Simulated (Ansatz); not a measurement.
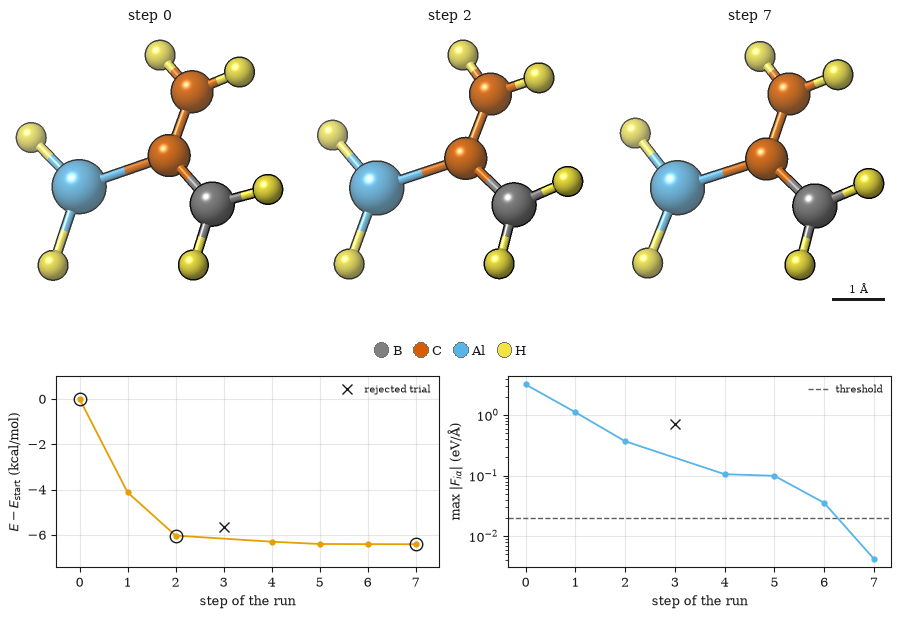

Frames of a relaxation of C₂H₆AlB, marked on the history of the run. The picture is a ball-and-stick view, seen at a tilt.

The run prepares the start of a later molecular dynamics calculation, from a guessed geometry.

All numbers below come from Ansatz, RHF/def2-SVP. Settings: no spin polarisation; force threshold 0.02 eV/Å; at most 40 steps.

Q: What happens along the run?

A: The atom that moves furthest after the best rigid fit is an H atom (0.15 Å). By element the largest moves are H 0.15 Å, C 0.08 Å, B 0.07 Å, Al 0.05 Å. Near-neighbour distances that change, for instance: C–H 1.148 → 1.088 Å, B–C 1.506 → 1.564 Å, Al–H 1.638 → 1.581 Å, Al–C 2.012 → 1.961 Å. Among the angles between lasting bonds that change: C–Al–H 122.9° → 118.3°, C–Al–H 117.1° → 121.6°, C–C–H 118.9° → 123.3°. The energy falls by 6.41 kcal/mol in 6 accepted moves (7 points after the start). Largest force component: 3.2 eV/Å at the start, 0.0042 eV/Å at the end. The line search rejected the trial step at point 3 of the run. From step 0 to 2: an H atom moves most (0.16 Å), energy −6.03 kcal/mol. From step 2 to 7: an H atom moves most (0.09 Å), energy −0.38 kcal/mol.

Limits of the set-up: Hartree-Fock leaves out electron correlation.
